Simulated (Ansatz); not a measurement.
# Sn2SeO (built on the sites of a database entry of SnSe): the cell at rest

Task: relax Sn2SeO (built on the sites of a database entry of SnSe) tightly.

Program: Ansatz 0.2.0. Level of theory: DFT LDA, scalar-relativistic, plane waves, PAW. Results are calculated unless marked as measured.

The structure was built from a prototype and need not be the compound's stable phase.

## 1. Starting point

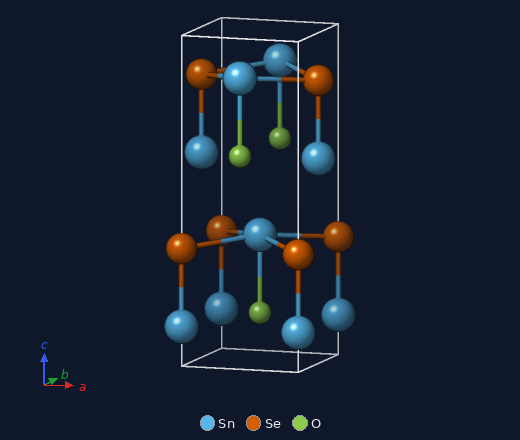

Start, viewed slightly off an axis; tin blue, selenium orange, oxygen green. This picture shows the conventional cell, with its axes. Some periodic images of atoms are drawn too.

Coordinates:

```cif
data_structure
_symmetry_space_group_name_H-M 'Amm2'
_symmetry_Int_Tables_number 38
_cell_length_a 4.1177
_cell_length_b 4.1100
_cell_length_c 11.1619
_cell_angle_alpha 90.000
_cell_angle_beta 90.000
_cell_angle_gamma 90.000
_cell_volume 188.90
loop_
_atom_site_label
_atom_site_type_symbol
_atom_site_symmetry_multiplicity
_atom_site_Wyckoff_symbol
_atom_site_fract_x
_atom_site_fract_y
_atom_site_fract_z
_atom_site_occupancy
Sn1 Sn 2 a 0.00000 0.50000 0.62000 1
Sn2 Sn 2 b 0.50000 0.00000 0.88000 1
Se1 Se 2 a 0.00000 0.50000 0.85600 1
O1 O 2 b 0.50000 0.00000 0.64400 1
```

## 2. Probe on a coarse mesh

A quick single point on a coarse mesh tells whether the cell has a gap and how far it is from rest, which sets the k mesh and smearing that follow.

File input.yaml:

```yaml
crystal:
  lattice:
    - [2.05501, -5.58096, 0.0]
    - [2.05501, 5.58096, 0.0]
    - [0.0, 0.0, 4.11766]
  atoms:
    - { symbol: Sn, position: [0.88, 0.12, 0.25] }
    - { symbol: Sn, position: [0.12, 0.88, 0.75] }
    - { symbol: Se, position: [0.644, 0.356, 0.25] }
    - { symbol: O, position: [0.356, 0.644, 0.75] }
kpoints:
  mp_grid: { grid: [6, 6, 4] }
hamiltonian:
  xc: lda
scf:
  occupations: { method: gaussian, width: 0.1 }
output:
  forces: true
  stress: true
  eigenvalues: true
```

The run is started by

```
$ ansatz run input.yaml --threads 8 --pin off --max-ram 14336MiB --backend cpu --events-out ev --progress --plain --runs-dir out
```

Numbers of over 12 decimals in the logs are rounded to 6 here.

Log:

```text
Engine: ansatz 0.2.0, aarch64-unknown-linux-gnu
Pseudopotentials: kind: paw
Pseudopotential: Sn, paw, valence charge 14, recommended cutoff 420 eV (normal), Sn.paw.azcp
Pseudopotential: Se, paw, valence charge 16, recommended cutoff 420 eV (normal), Se.paw.azcp
Pseudopotential: O, paw, valence charge 6, recommended cutoff 420 eV (normal), O.paw.azcp
Functional definition: SPW92
  exchange = slater_x
[...]
k-point 0: bands = [... 21 lower, 4.8045, 6.0468, 6.3968, 7.0355, 11.1672, 11.3508, 11.7000, 11.8419, ... 1 higher]
  k-point 1: bands = [... 21 lower, 5.5284, 6.2658, 6.6794, 6.9936, 9.7784, 10.7152, 10.7183, 11.5425, ... 1 higher]
  k-point 2: bands = [... 21 lower, 5.9513, 6.4694, 7.1882, 7.6943, 8.7626, 8.8451, 9.6020, 10.6217, ... 1 higher]
  k-point 38: bands = [... 21 lower, 6.3784, 6.4054, 6.5370, 6.9514, 8.9977, 9.2500, 9.8416, 10.8885, ... 1 higher]
[key lines of the parts left out:]
SCF converged after 7 iterations
Free energy (F): -17696.112168 eV
Fermi energy:    7.877240 eV
P = ⅓ Tr σ = -8.5747 GPa (-85.747 kbar)
```

Run time: 2.8 s. Hardware: 8 threads of Arm Neoverse N1, shared host; peak memory 0.44 GiB.

A gap read on the k-mesh alone can miss the band edges.

This step gave:

* pressure: -8.575 GPa
* volume per atom: 23.61 Å³
* gap on the k-mesh: 0.2842 eV
* direct gap on mesh: 0.8297 eV

The coarse mesh shows a gap of 0.28 eV and a pressure of -8.6 GPa.

## 3. Rough relaxation

The start is far from rest, so a relaxation with loose tolerances brings it close first.

Changes to input.yaml since step 2:

```diff
@@ -11,3 +11,3 @@
 kpoints:
-  mp_grid: { grid: [6, 6, 4] }
+  mp_grid: { grid: [6, 6, 6] }
 hamiltonian:
@@ -20 +20,6 @@
   eigenvalues: true
+relax:
+  adjacent_minimum: "off"
+  f_tol: 0.05
+  max_steps: 80
+  cell: { stress_tol: 0.5 }
```

Log:

```text
[...]
Crystal: 4 atoms, lattice volume = 94.450 Å³
Basis set: ecut = 420 eV, 1821 PW (Γ)
Bands: 30, of which v1, the nominal top of the filled ones, is band 25 counted from 1 (24 counted from 0)
Symmetry: 4 space group operations
[...]
k-points: 52 of 216 (time reversal used)
[...]
cell:  # Å, volume = 83.0539 Å³
    - [1.986378, -5.359434, 0]
    - [1.986378, 5.359434, 0]
    - [0, 0, 3.900758]
  atoms:
    - { symbol: Sn, position: [0.885823, 0.114177, 0.250000] }
    - { symbol: Sn, position: [0.147161, 0.852839, 0.75] }
    - { symbol: Se, position: [0.629187, 0.370813, 0.250000] }
    - { symbol: O, position: [0.337829, 0.662171, 0.75] }
[key lines of the parts left out:]
SCF converged after 6 iterations
Free energy (F): -17697.133932 eV
Fermi energy:    10.023972 eV
P = ⅓ Tr σ = -0.3765 GPa (-3.765 kbar)
```

Elapsed: 32 s, on 8 threads; peak memory 0.54 GiB; 4.1 min of CPU time.

Step by step:

```tsv
step	energy less that of the first step (eV)	largest force component (eV/Å)	pressure (GPa)	volume (Å³)
1	0.0000	1.4567	-8.63	94.45
2	-0.8941	1.0745	-1.33	84.09
3	-0.4472	5.6252	9.06	81.97
4	-1.0146	0.2770	-0.20	83.37
5	-1.0233	0.2524	0.19	82.59
6	-1.0240	0.3351	0.46	82.84
7	-1.0326	0.0450	-0.22	83.05
8*	-1.0226	0.0463	-0.38	83.05
```

Relaxation steps marked * repeat the geometry before them on a plane-wave basis chosen anew for their cell, so energy and pressure can jump there. Relaxation step 3 was tried and not accepted.

Forces are held to the 4 operations that the run works with; a distortion that breaks them can't arise in this run.

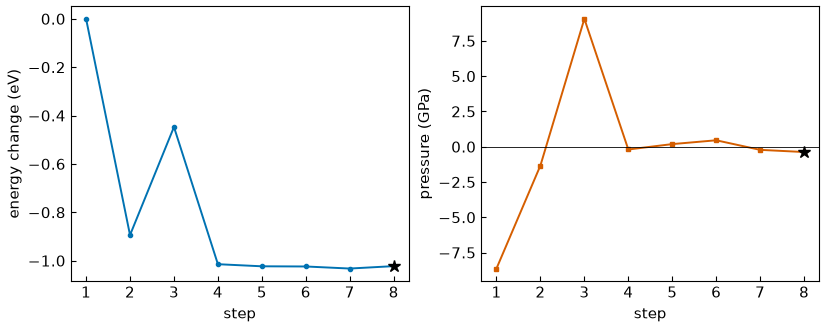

Energy and pressure along the relaxation. Stars mark steps on a basis chosen anew.

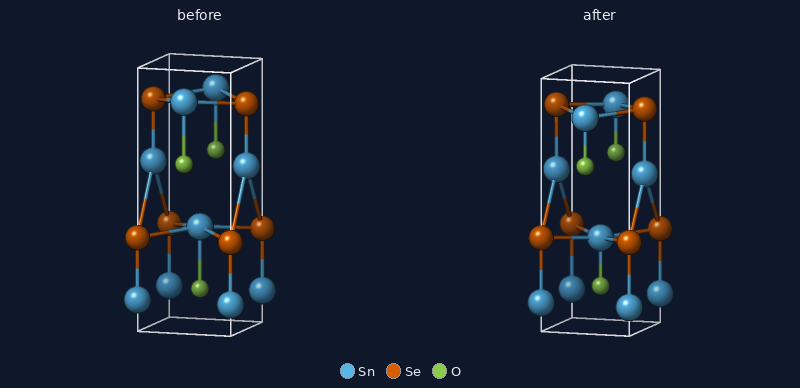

Before and after, at one scale.

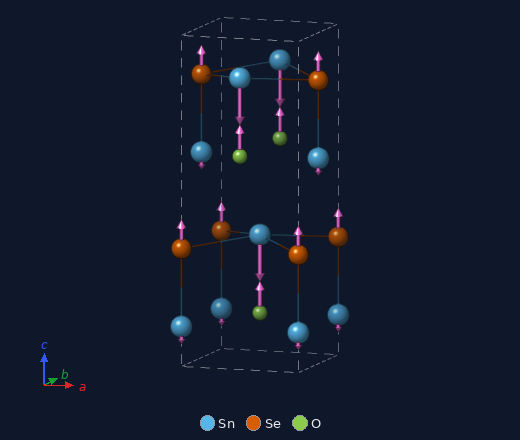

Displacements in the relaxation, exaggerated, measured against the changing cell; the longest in the cell stands for 0.29 Å. Some periodic images of atoms are drawn too.

```tsv
conventional cell, symmetrised	before	after	change
a (Å)	4.118	3.901	-5.3 %
b (Å)	4.110	3.973	-3.3 %
c (Å)	11.162	10.719	-4.0 %
volume (Å³/atom)	23.61	20.76	-12.1 %
```

The atoms that moved most (Å, as changes of fractional coordinates times the final cell):

```tsv
atom	dx	dy	dz	length
Sn2	0.000	-0.291	0.000	0.291
O4	0.000	0.195	0.000	0.195
Se3	0.000	0.159	0.000	0.159
Sn1	0.000	-0.062	0.000	0.062
```

This step gave:

```
pressure          : -0.3765 GPa
volume per atom   : 20.76 Å³
gap on the k-mesh : 0 eV
```

In this step the volume went from 23.61 to 20.76 Å³/atom.

## 4. Relaxation

Harmonic phonons are second derivatives at a point where the forces vanish, and they are wanted at zero stress, so atoms and cell are relaxed first.

File input.yaml:

```yaml
crystal:
  lattice:
    - [1.9863783272, -5.359434488, 0.0]
    - [1.9863783272, 5.359434488, 0.0]
    - [0.0, 0.0, 3.9007583189]
  atoms:
    - { symbol: Sn, position: [0.8858232973, 0.1141767027, 0.25] }
    - { symbol: Sn, position: [0.1471605373, 0.8528394627, 0.75] }
    - { symbol: Se, position: [0.6291869704, 0.3708130296, 0.25] }
    - { symbol: O, position: [0.3378291949, 0.6621708051, 0.75] }
kpoints:
  mp_grid: { grid: [12, 12, 12] }
hamiltonian:
  xc: lda
scf:
  occupations: { method: gaussian, width: 0.1 }
output:
  forces: true
  stress: true
  eigenvalues: true
  write_density: true
  write_potential: true
  elf: true
  volumetric_format: npy
relax:
  adjacent_minimum: "off"
  f_tol: 0.005
  max_steps: 80
  cell: { stress_tol: 0.05 }
```

Log:

```text
[...]
Crystal: 4 atoms, lattice volume = 83.054 Å³
Basis set: ecut = 420 eV, 1643 PW (Γ)
Bands: 30, of which v1, the nominal top of the filled ones, is band 25 counted from 1 (24 counted from 0)
Symmetry: 4 space group operations
[...]
k-points: 301 of 1728 (time reversal used)
[...]
SCF iter   1: F=—  HF=-17697.154445 eV  |F-HF|=—  |Δ(HF+E_count)|=         —  Δρ=1.52e-2  dr2=2.04e-1  ethr=1.77e-3  ⟨swp⟩=6.6  Hψ=40798  notcnv=0
[...]
SCF iter   8: F=-17697.114038 eV  HF=-17697.114038 eV  |F-HF|=3.44e-8  |Δ(HF+E_count)|=   1.13e-7  Δρ=5.95e-6  dr2=5.11e-8  ethr=2.00e-10  ⟨swp⟩=13.7  Hψ=79791  notcnv=0
SCF 1 converged in 8 iterations: F = -17697.114038 eV  dr2 = 5.11e-8
  Residual-converged pass: ⟨swp⟩=1.0  Hψ=10239  notcnv=0  max |occ|·‖R‖ = 7.1e-9 eV (tolerance 1.0e-8 eV)  dr2=5.11e-8  dr2_onsite=1.10e-8  max |Δocc| = 1.7e-11
[...]
relax step   1: F+E_penalty+E_count = -17697.11403813 eV  Δ(F+E_penalty+E_count) = +0.000e0 eV  max|allowed force component| = 5.401e-2 eV/Å  Δτ_max = 0.0000 Å  P = -0.290 GPa  Ω = 83.054 Å³  (8 SCF iters, dr2 threshold 1.00e-7 eV, accepted)
Crystal: 4 atoms, lattice volume = 82.457 Å³
Basis set: ecut = 420 eV, 1627 PW (Γ)
[...]
SCF iter   6: F=-17697.114953 eV  HF=-17697.114953 eV  |F-HF|=6.70e-8  |Δ(HF+E_count)|=   9.65e-8  Δρ=7.07e-6  dr2=7.36e-8  ethr=8.00e-10  ⟨swp⟩=10.5  Hψ=77017  notcnv=0
SCF 2 converged in 6 iterations: F = -17697.114953 eV  dr2 = 7.36e-8
relax step   2: F+E_penalty+E_count = -17697.11495268 eV  Δ(F+E_penalty+E_count) = -9.146e-4 eV  max|allowed force component| = 2.430e-2 eV/Å  Δτ_max = 0.0103 Å  P = +0.250 GPa  Ω = 82.457 Å³  energy of the carried Pulay correction = +9.557e-4 eV  (6 SCF iters, dr2 threshold 4.00e-7 eV, rejected (line search))
Crystal: 4 atoms, lattice volume = 82.797 Å³
Basis set: ecut = 420 eV, 1635 PW (Γ)
[...]
SCF iter  10: F=-17697.114835 eV  HF=-17697.114835 eV  |F-HF|=3.64e-12  |Δ(HF+E_count)|=  1.09e-11  Δρ=5.81e-8  dr2=4.40e-12  ethr=1.00e-12  ⟨swp⟩=6.0  Hψ=39823  notcnv=0
SCF 3 converged in 10 iterations: F = -17697.114835 eV  dr2 = 4.40e-12
relax step   3: F+E_penalty+E_count = -17697.11483461 eV  Δ(F+E_penalty+E_count) = -7.965e-4 eV  max|allowed force component| = 1.377e-2 eV/Å  Δτ_max = 0.0053 Å  P = -0.013 GPa  Ω = 82.797 Å³  energy of the carried Pulay correction = +4.107e-4 eV  (10 SCF iters, accepted)
[...]
relax step   4: F+E_penalty+E_count = -17697.11483453 eV  Δ(F+E_penalty+E_count) = +7.640e-8 eV  max|allowed force component| = 5.319e-3 eV/Å  Δτ_max = 0.0019 Å  P = -0.004 GPa  Ω = 82.805 Å³  energy of the carried Pulay correction = +3.981e-4 eV  (6 SCF iters, dr2 threshold 1.19e-8 eV, accepted)
[...]
relax step   5: F+E_penalty+E_count = -17697.11482848 eV  Δ(F+E_penalty+E_count) = +6.049e-6 eV  max|allowed force component| = 6.833e-4 eV/Å  Δτ_max = 0.0005 Å  P = -0.001 GPa  Ω = 82.810 Å³  energy of the carried Pulay correction = +3.895e-4 eV  (6 SCF iters, dr2 threshold 1.77e-9 eV, accepted)
[...]
SCF iter   8: F=-17697.114456 eV  HF=-17697.114456 eV  |F-HF|=3.64e-12  |Δ(HF+E_count)|=    0.00e0  Δρ=4.54e-9  dr2=2.99e-14  ethr=1.00e-12  ⟨swp⟩=4.0  Hψ=35026  notcnv=0
SCF 6 converged in 8 iterations: F = -17697.114456 eV  dr2 = 2.99e-14
relax step   6: F+E_penalty+E_count = -17697.11445626 eV  Δ(F+E_penalty+E_count) = +3.722e-4 eV  max|allowed force component| = 7.223e-4 eV/Å  Δτ_max = 0.0000 Å  P = -0.006 GPa  Ω = 82.810 Å³  stress off target by 1.94e-2 GPa  SCF on the basis re-selected at this cell (its energy is not comparable with the rows above)  (8 SCF iters)
[...]
SCF converged after 8 iterations
Free energy (F): -17697.114456 eV
[...]
Internal energy: -17697.112773 eV  (E = F + TS)
E sigma→0 (E₀):  -17697.113615 eV
Entropy (-TS):   -0.001683 eV (-0.421 meV/atom)
Fermi energy:    10.227532 eV
[...]
--- Forces (eV/Å), atoms counted from 1 ---
  atom   1  Sn     0.00000000     0.00010761     0.00000000
  atom   2  Sn     0.00000000    -0.00072217    -0.00000000
  atom   3  Se     0.00000000     0.00015477    -0.00000000
  atom   4  O     -0.00000000     0.00046037    -0.00000000
  max |Σ_I F_I| component: 5.86e-7 eV/Å
--- Stress (GPa, compression-positive) ---
       -0.001084      -0.000000       0.000000
       -0.000000      -0.019397      -0.000000
        0.000000      -0.000000       0.001290
  P = ⅓ Tr σ = -0.0064 GPa (-0.064 kbar)
--- Band table (eV; the first three rows and the last of 301) ---
  k-point 0: bands = [... 21 lower, 6.0499, 7.1358, 7.7424, 8.5193, 13.2962, 13.4157, 14.1335, 14.2532, ... 1 higher]
  k-point 1: bands = [... 21 lower, 6.1198, 7.1681, 7.7507, 8.6080, 13.3517, 13.3659, 13.8827, 14.2999, ... 1 higher]
  k-point 2: bands = [... 21 lower, 6.4016, 7.2603, 7.7747, 8.8328, 12.9131, 13.1719, 13.9549, 14.1139, ... 1 higher]
  k-point 300: bands = [... 21 lower, 7.5274, 7.5334, 8.4845, 8.9764, 11.5102, 11.8509, 12.1433, 12.5113, ... 1 higher]
--- Relaxed structure (5 steps of the walk, 4 accepted, 1 SCFs on fresh bases) ---
[...]
cell:  # Å, volume = 82.8103 Å³
    - [1.984695, -5.354405, 0.0]
    - [1.984695, 5.354405, 0.0]
    - [0.0, 0.0, 3.896273]
  atoms:
    - { symbol: Sn, position: [0.885914, 0.114086, 0.250000] }
    - { symbol: Sn, position: [0.146855, 0.853145, 0.750000] }
    - { symbol: Se, position: [0.629846, 0.370154, 0.250000] }
    - { symbol: O, position: [0.337386, 0.662614, 0.750000] }
```

The job ended after 2.1 min (8 threads; peak memory 0.96 GiB; 16 min of CPU time).

The steps of the relaxation:

```tsv
step	energy less that of the first step (eV)	largest force component (eV/Å)	pressure (GPa)	volume (Å³)
1	0.0000	0.0540	-0.29	83.05
2	-0.0009	0.0243	0.25	82.46
3	-0.0008	0.0138	-0.01	82.80
4	-0.0008	0.0053	0.00	82.80
5	-0.0008	0.0007	0.00	82.81
6*	-0.0004	0.0007	-0.01	82.81
```

Relaxation steps marked * repeat the geometry before them on a plane-wave basis chosen anew for their cell, so energy and pressure can jump there. Relaxation step 2 was tried and not accepted.

Forces are held to the 4 operations that the run works with; a distortion that breaks them can't arise in this run.

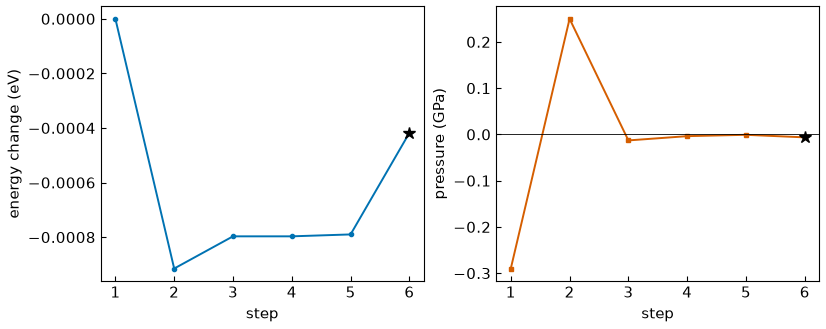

Energy and pressure along the relaxation. Stars mark steps on a basis chosen anew.

```tsv
conventional cell, symmetrised	before	after	change
a (Å)	3.901	3.896	-0.1 %
b (Å)	3.973	3.969	-0.1 %
c (Å)	10.719	10.709	-0.1 %
volume (Å³/atom)	20.76	20.70	-0.3 %
```

Final coordinates:

```xyz
4
Lattice="1.9847 -5.3544 0.0000 1.9847 5.3544 0.0000 0.0000 0.0000 3.8963" Properties=species:S:1:pos:R:3 pbc="T T T"
Sn    1.9847   -4.1327    0.9741
Sn    1.9847    3.7818    2.9222
Se    1.9847   -1.3905    0.9741
O     1.9847    1.7414    2.9222
```

Numbers from this step:

- pressure: -0.006397 GPa
- volume per atom: 20.70 Å³

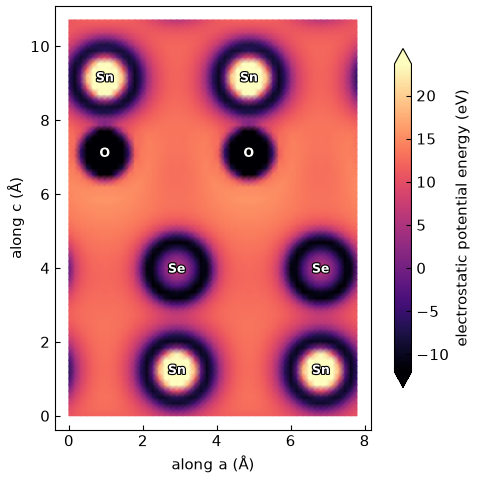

Electrostatic potential energy in the ac plane of the conventional cell at fractional y = 0.000, with atoms of Sn and Se and O within 0.2 Å of it. With pseudopotentials it is smooth inside the atoms' cores, unlike the true potential. The map starts off the cell's origin, so that atoms lie inside it.

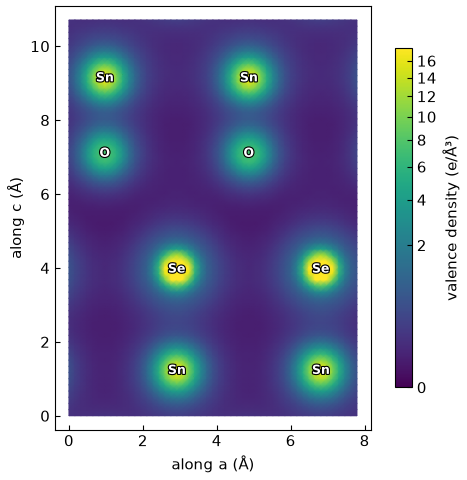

Valence density in the ac plane of the conventional cell at fractional y = 0.000, with atoms of Sn and Se and O within 0.2 Å of it. It is the smooth field of the valence electrons, not physical close to the nuclei. The map starts off the cell's origin, so that atoms lie inside it. The colour scale is stretched toward low values.

(Part 1 of 2 ends here.)

[Logs are printed without paths, hosts, clocks, repeated set-up lines and the standing remarks that a program may print on its own settings, such as how far it seeks lower states.]

[Hosts, paths, dates, database ids (printed as entryN), source tags and the programs' standing remarks are cut or masked in the printed files.]
